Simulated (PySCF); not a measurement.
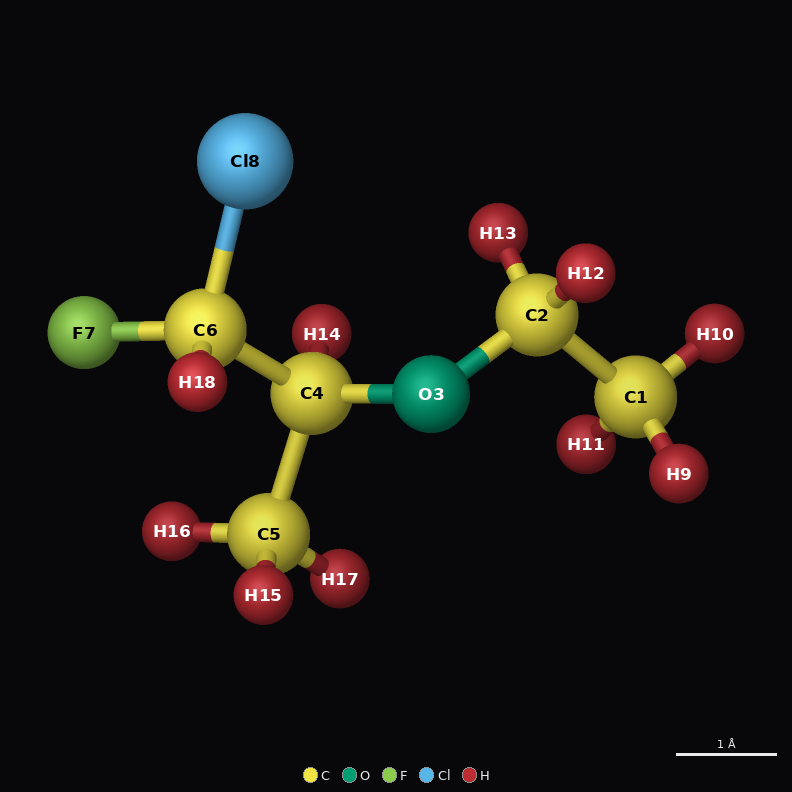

Atoms carry their numbers in the input. Geometry: an image of a reaction path computed with GFN2-xTB, not a minimum.

Question: What is the geometry at C1?

Answer: C1 has 4 neighbours (C2 at 1.52, H9 at 1.09, H10 at 1.09, H11 at 1.09 Å); the arrangement is tetrahedral.

Question: How are the neighbours of atom 3 arranged?

Answer: O3 has 2 neighbours (C2 at 1.42, C4 at 1.41 Å); the arrangement is bent.

Question: What is the geometry at C4?

Answer: C4 has 4 neighbours (O3 at 1.41, C5 at 1.53, C6 at 1.54, H14 at 1.10 Å); the arrangement is tetrahedral.

Question: What is the geometry at C6?

Answer: C6 has 4 neighbours (C4 at 1.54, F7 at 1.36, Cl8 at 1.78, H18 at 1.10 Å); the arrangement is tetrahedral.

Question: What is the dihedral angle C1–C2–O3–C4?

Answer: 98° in size, that is about perpendicular.
